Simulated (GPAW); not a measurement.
Consider SnO2 (Cassiterite, P4_2/mnm).

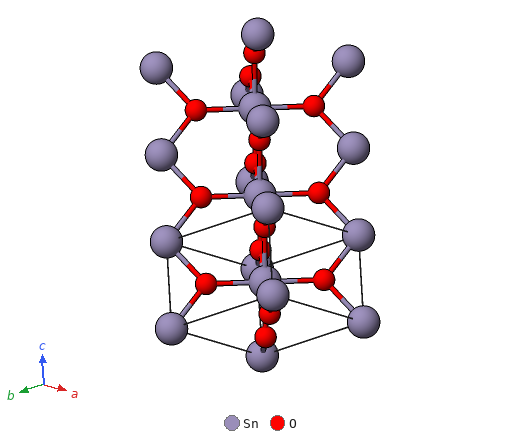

The structure (tin purple, oxygen red). 1×1×3 cells are drawn. Some periodic images of atoms are drawn too.

```xyz
6
Lattice="4.7380 0.0000 0.0000 0.0000 4.7380 0.0000 0.0000 0.0000 3.1865" Properties=species:S:1:pos:R:3 pbc="T T T"
Sn    2.3690    2.3690    1.5933
Sn    0.0000    0.0000    0.0000
O     3.8240    0.9140    1.5933
O     3.2830    3.2830    0.0000
O     0.9140    3.8240    1.5933
O     1.4550    1.4550    0.0000
```

Absorber: atom 1, with 6 O at 2.05 Å (distorted octahedral, site symmetry mmm). Method: GPAW, LDA, full core hole (charged cell), 24-atom cell with 6.7 Å between holes, 3×3×3 k points, dipole transitions, Gaussian full width 8.49 eV.

**Question.** What does the Sn K edge look like?

Main maxima up to 29 eV above the zero (height): 8.0 eV (1.57). A K edge sees empty p states on the absorber. 

The Sn K spectrum (energy from the lowest empty level; intensity scaled to a mean of 1 over the first 20 eV; polarised curves are means over the symmetry-equivalent atoms):

```tsv
E (eV)	isotropic	ε ⊥ c	ε ∥ c
-2.0	0.10	0.11	0.06
-0.5	0.22	0.25	0.15
1.0	0.42	0.48	0.30
2.5	0.71	0.79	0.55
4.0	1.04	1.12	0.88
5.5	1.34	1.40	1.24
7.0	1.53	1.53	1.53
8.5	1.56	1.50	1.68
10.0	1.44	1.34	1.63
11.5	1.23	1.13	1.43
13.0	1.01	0.94	1.17
14.5	0.84	0.79	0.94
16.0	0.73	0.70	0.78
17.5	0.66	0.64	0.69
19.0	0.62	0.61	0.64
20.5	0.59	0.59	0.60
22.0	0.58	0.58	0.58
23.5	0.58	0.59	0.56
25.0	0.57	0.59	0.53
26.5	0.55	0.58	0.49
28.0	0.51	0.54	0.45
29.5	0.46	0.49	0.40
31.0	0.41	0.44	0.35
```

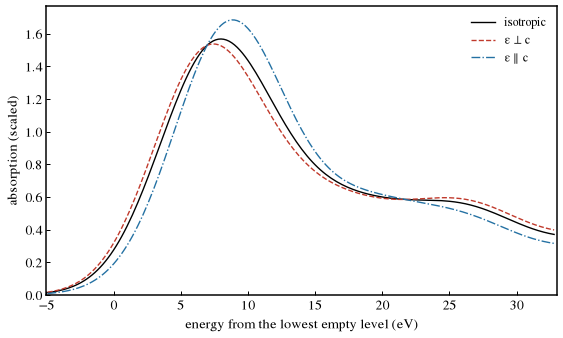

The Sn K edge.

The script folds with a Gaussian, whereas the core hole's own line is a Lorentzian, so the onset is too steep and the first peak too high. Lifetime broadening is put in by hand, and intensities beyond about 20 eV depend on it and on the partial waves; weight that the partial waves miss at high energy is lost. The structure is a published determination, not relaxed.

[Banner, clock and machine lines of the logs are left out without a mark of their own.]

[Logs are printed without paths, hosts, clocks, repeated set-up lines and the standing remarks that a program may print on its own settings, such as how far it seeks lower states.]

[Hosts, paths, dates, database ids (printed as entryN), source tags and the programs' standing remarks are cut or masked in the printed files.]

[Lists of maxima count a maximum above −3 eV only where it reaches 4 % of the highest in the window and stands out from its surroundings by 2 % of it (1.5 % where it reaches 55 %); shoulders and weaker maxima are passed over, and of the rest the first, up to two pre-edge ones and the few strongest are named.]
